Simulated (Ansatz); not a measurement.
Results of BLYP in Ansatz (PAW) for Al₂Cu (I4/mcm, No. 140).

Settings: plane-wave cutoff 520 eV, 14×14×14 k mesh, Fermi–Dirac smearing 0.05 eV, no spin polarisation, scalar-relativistic PAW data made under PBE.

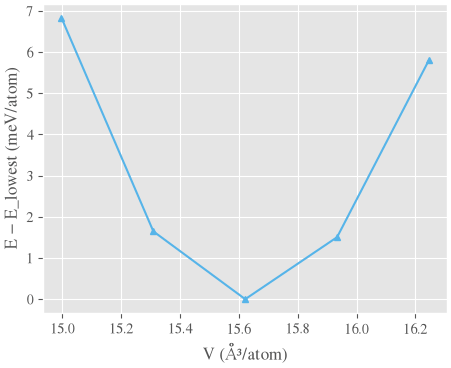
Figure: Total energy against volume

### Question
From the curve, estimate the equilibrium volume and the bulk modulus.

### Answer
V0 ≈ 15.6 Å³/atom and B0 ≈ 81 GPa; the fit gives V0 = 15.622 Å³/atom, B0 = 80.6 GPa, B′ = 4.9.

Shape and atoms are relaxed at each volume.

Note: the volume lies 6 % above that of the published cell; the bulk modulus comes from volumes at which shape and atoms were relaxed.

Static lattice: no zero-point or thermal effects.

It cost around 9 core-minutes (rough) of CPU time.

Ansatz is an electronic-structure program.
